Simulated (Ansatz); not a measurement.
# Fields on a plane of P (space group Cmce)

```
P
1.0
    1.65492    -5.64616     0.00000
    1.65492     5.64616     0.00000
    0.00000     0.00000     4.56347
P
4
Direct
  0.40603   0.59397   0.91350
  0.59397   0.40603   0.08650
  0.09397   0.90603   0.41350
  0.90603   0.09397   0.58650
```

The slice is a (001) plane (indices of the conventional cell) through the point (0.594, 0.406, 0.086) (fractional), spanned by u = [110] and v = [1 -1 0] in vectors of this cell: u (3.31 Å) and v (11.29 Å, at 90° to u). It covers one period; positions are fractions (u, v).

Atoms on it: P at (0.00, 0.00); P at (0.50, 0.50). Other atoms lie within 1 Å of the plane.

These are PBE (plane waves to 420 eV, PAW, scalar-relativistic; Ansatz, an electronic-structure program) values and carry that method's errors. k mesh 10×10×7. Near the nuclei the fields are pseudised (PAW); where an atom keeps semicore shells as valence, they peak there. P was relaxed with its symmetry unable to fall. The relaxed volume of P is well above the measured one; the method has no dispersion term.

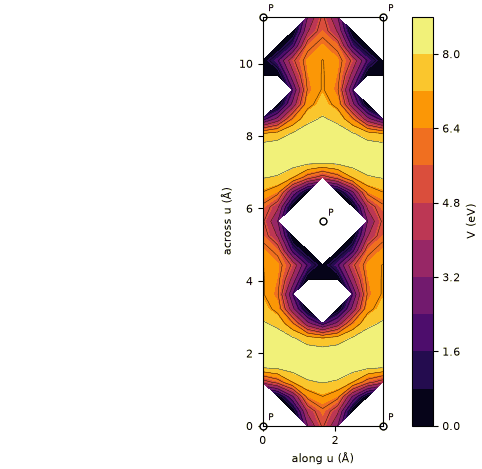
Fig. 1. Electrostatic potential energy of an electron, from the cell's mean, in eV, one period of the plane, atoms marked. Points within 0.9 Å of a nucleus are left white, as the pseudised field means little there. Values under 0 eV are set to 0. The zero, the cell's mean, hangs on the PAW cores.

| v \ u | 0.00 | 0.12 | 0.25 | 0.38 | 0.50 | 0.62 | 0.75 | 0.88 |
|---|---|---|---|---|---|---|---|---|
| 0.86 | 0.81 | 0.72 | 0.41 | 0.09 | 0.03 | 0.09 | 0.41 | 0.72 |
| 0.71 | 0.92 | 0.85 | 0.45 | 0.07 | 0.02 | 0.07 | 0.45 | 0.85 |
| 0.57 | 0.08 | 0.27 | 0.76 | 0.91 | 0.93 | 0.91 | 0.76 | 0.27 |
| 0.43 | 0.13 | 0.23 | 0.50 | 0.73 | 0.81 | 0.73 | 0.50 | 0.23 |
| 0.29 | 0.04 | 0.22 | 0.78 | 0.93 | 0.95 | 0.93 | 0.78 | 0.22 |
| 0.14 | 0.39 | 0.24 | 0.07 | 0.03 | 0.02 | 0.03 | 0.07 | 0.24 |
| 0.00 | x | 0.10 | 0.76 | 0.51 | 0.24 | 0.51 | 0.76 | 0.10 |

Values: electron localisation function (ELF). Points within 0.4 Å of a nucleus are blanked (x), as the pseudised field means little there.
